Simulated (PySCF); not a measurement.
**Two runs on C4H8OSi**

System: C4H8OSi.
Method of the first run: TDDFT LDA/def2-SVPD, vertical, gas phase, core orbitals frozen in the response (PySCF 2.14.0).

The geometry comes from this level: PBE0-D3(BJ)/def2-SVP. Text and figures count atoms from 1; the logs count them from 0 in places.

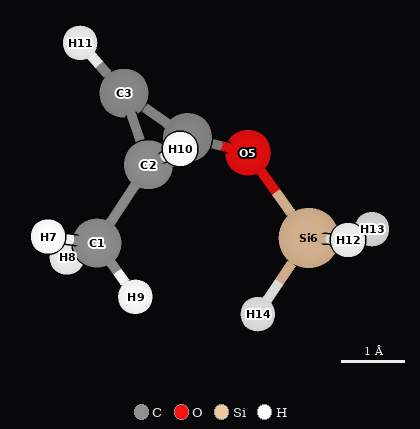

Fig. 1: The structure as given in the input (ball-and-stick view, seen at a tilt; atoms are numbered from 1 in the order of the input).

**The input, the first run**
```
{"job": {"kind": "uv", "xc": "LDA", "basis": "def2-SVPD", "ip": true}, "charge": 0, "multiplicity": 1}
C      1.803929     1.660426     0.014796
C      0.879986     0.856624     0.906687
C      1.197753    -0.583152     1.312946
C      0.237435    -0.405522     0.459797
O     -0.703282    -0.921399    -0.318835
Si    -1.575324     0.045446    -1.403758
H      2.571379     2.184042     0.607951
H      2.320595     1.008577    -0.706981
H      1.250791     2.428169    -0.552298
H      0.337911     1.486767     1.637131
H      1.841943    -1.202751     1.928331
H     -2.225126     1.171589    -0.675415
H     -2.587171    -0.864695    -1.996552
H     -0.658728     0.580522    -2.450943
```

The first line tells a small driver script what to run in PySCF; the rest is the geometry in Å.

Command:
```bash
OMP_NUM_THREADS=1 python <driver script> task.json out
```

Hardware: 1 CPU thread, shared host.

**Output (the first run)**
```
coarse grid: 12016 points
cycle   1  E = -518.2653916653  dE =  6.114e-01  |g| = 7.186e-01  |ddm| = 6.053e+00
cycle   2  E = -517.9499490913  dE =  3.154e-01  |g| = 1.413e+00  |ddm| = 3.928e+00
cycle   3  E = -518.3693653148  dE = -4.194e-01  |g| = 2.493e-01  |ddm| = 2.875e+00
cycle   4  E = -518.3800185282  dE = -1.065e-02  |g| = 1.136e-01  |ddm| = 4.298e-01
cycle   5  E = -518.3826534604  dE = -2.635e-03  |g| = 5.250e-02  |ddm| = 1.994e-01
cycle   6  E = -518.3833428586  dE = -6.894e-04  |g| = 1.221e-02  |ddm| = 7.829e-02
cycle   7  E = -518.3833786209  dE = -3.576e-05  |g| = 3.226e-03  |ddm| = 2.381e-02
cycle   8  E = -518.3833810805  dE = -2.460e-06  |g| = 7.993e-04  |ddm| = 6.160e-03
final grid: 110944 points
cycle   9  E = -518.4801175199  dE = -3.569e-05  |g| = 3.018e-03  |ddm| = 1.331e-01
cycle  10  E = -518.4801124702  dE =  5.050e-06  |g| = 5.272e-03  |ddm| = 1.300e-02
cycle  11  E = -518.4801192799  dE = -6.810e-06  |g| = 1.536e-03  |ddm| = 8.322e-03
cycle  12  E = -518.4801198655  dE = -5.856e-07  |g| = 3.356e-04  |ddm| = 2.304e-03
cycle  13  E = -518.4801198847  dE = -1.929e-08  |g| = 1.620e-04  |ddm| = 6.329e-04
cycle  14  E = -518.4801198897  dE = -4.939e-09  |g| = 2.456e-05  |ddm| = 2.346e-04
cycle  15  E = -518.4801198898  dE = -1.405e-10  |g| = 6.541e-06  |ddm| = 6.326e-05
converged SCF energy = -518.4801198898

Static polarisability (au): isotropic 81.417, principal 67.383 79.647 97.220

Singlet excitations
state   eV       nm        f      main configurations
  1   4.4395    279.3   0.00036   H->L 1.00
  2   5.4811    226.2   0.00822   H->L+2 1.00
  3   5.5534    223.3   0.03327   H-1->L 0.53, H->L+1 0.39
  4   5.6723    218.6   0.05699   H-1->L 0.46, H->L+1 0.39, H->L+4 0.13
  5   5.7676    215.0   0.00436   H->L+3 1.00
  6   6.1813    200.6   0.00151   H-1->L+1 0.97
  7   6.3764    194.4   0.02846   H->L+5 0.94
  8   6.4972    190.8   0.03432   H->L+4 0.68, H->L+1 0.10
  9   6.6129    187.5   0.00053   H-1->L+2 0.96
 10   6.7290    184.3   0.05223   H-2->L 0.83, H->L+6 0.12

Triplet excitations (Tamm-Dancoff, eV): 4.3646 4.4002 5.4421 5.4859
Vertical ionisation energy (delta-SCF) = 8.6741 eV
Vertical electron affinity (delta-SCF) = -0.9513 eV
```

The input of the second run differs as follows (lines with − go, lines with + come):
```diff
-"xc": "LDA"
+"xc": "PBE0"
```

Predict how the results change.

The total energies belong to different methods, so their difference says nothing on which is more stable or more accurate. The HOMO goes from −5.61 to −6.59 eV. The LUMO goes from −1.21 to −0.11 eV. The lowest excitation goes from 4.44 to 5.38 eV. The strongest computed line goes from 5.67 to 6.22 eV. The functional changes from LDA to PBE0. Exact exchange removes part of the self-interaction error of semilocal functionals, which pushes filled and empty levels apart. The SCF takes 14 iterations against 15.

**Output (the second run)**
```
coarse grid: 12016 points
cycle   1  E = -521.1005473128  dE =  7.281e-01  |g| = 5.605e-01  |ddm| = 5.618e+00
cycle   2  E = -521.0459324485  dE =  5.461e-02  |g| = 7.814e-01  |ddm| = 2.447e+00
cycle   3  E = -521.1646155144  dE = -1.187e-01  |g| = 1.091e-01  |ddm| = 1.498e+00
cycle   4  E = -521.1666737904  dE = -2.058e-03  |g| = 4.606e-02  |ddm| = 1.974e-01
cycle   5  E = -521.1671426743  dE = -4.689e-04  |g| = 1.667e-02  |ddm| = 8.655e-02
cycle   6  E = -521.1672090446  dE = -6.637e-05  |g| = 3.791e-03  |ddm| = 2.838e-02
cycle   7  E = -521.1672123821  dE = -3.337e-06  |g| = 8.056e-04  |ddm| = 7.715e-03
final grid: 110944 points
cycle   8  E = -521.2425889630  dE = -1.470e-05  |g| = 8.544e-03  |ddm| = 1.116e-01
cycle   9  E = -521.2425662444  dE =  2.272e-05  |g| = 1.357e-02  |ddm| = 3.069e-02
cycle  10  E = -521.2426043258  dE = -3.808e-05  |g| = 1.548e-03  |ddm| = 1.962e-02
cycle  11  E = -521.2426048961  dE = -5.704e-07  |g| = 2.602e-04  |ddm| = 2.399e-03
cycle  12  E = -521.2426049097  dE = -1.356e-08  |g| = 1.097e-04  |ddm| = 5.841e-04
cycle  13  E = -521.2426049127  dE = -3.007e-09  |g| = 1.716e-05  |ddm| = 2.355e-04
cycle  14  E = -521.2426049128  dE = -7.935e-11  |g| = 5.595e-06  |ddm| = 5.058e-05
converged SCF energy = -521.2426049128

Static polarisability (au): isotropic 76.781, principal 63.832 75.486 91.026

Singlet excitations
state   eV       nm        f      main configurations
  1   5.3758    230.6   0.00114   H->L 0.98
  2   6.2241    199.2   0.12486   H->L+1 0.87
  3   6.3028    196.7   0.01344   H->L+2 0.91
  4   6.6611    186.1   0.00892   H->L+3 0.96
  5   6.7416    183.9   0.01127   H-1->L 0.92
  6   6.8270    181.6   0.00199   H-1->L+1 0.87
  7   6.9353    178.8   0.02043   H->L+4 0.85
  8   7.1734    172.8   0.03392   H->L+5 0.81, H->L+7 0.14
  9   7.3782    168.0   0.01211   H->L+6 0.75, H->L+7 0.11
 10   7.4939    165.4   0.01182   H->L+7 0.70, H->L+6 0.13, H->L+5 0.10

Triplet excitations (Tamm-Dancoff, eV): 4.2941 5.2580 6.2302 6.3968
Vertical ionisation energy (delta-SCF) = 8.5958 eV
```

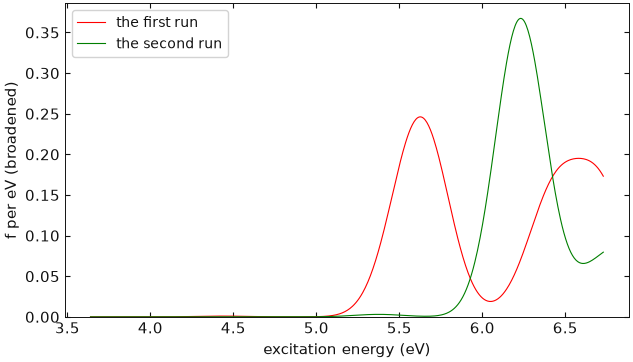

Fig. 2: Absorption of the two runs from their computed states, each broadened by a Gaussian of 0.35 eV full width; the range ends where the shorter list of states ends.

**The two runs side by side**

```tsv
quantity	the first run	the second run
outcome	converged	converged
total energy (hartree)	−518.480120	−521.242605
HOMO (eV)	−5.61	−6.59
LUMO (eV)	−1.21	−0.11
dipole moment (D)	1.05	1.03
lowest excitation (eV)	4.44	5.38
SCF iterations	15	14
strongest computed line (eV)	5.67	6.22
basis functions	191	191
wall time (shared host)	91 s	53 s
```
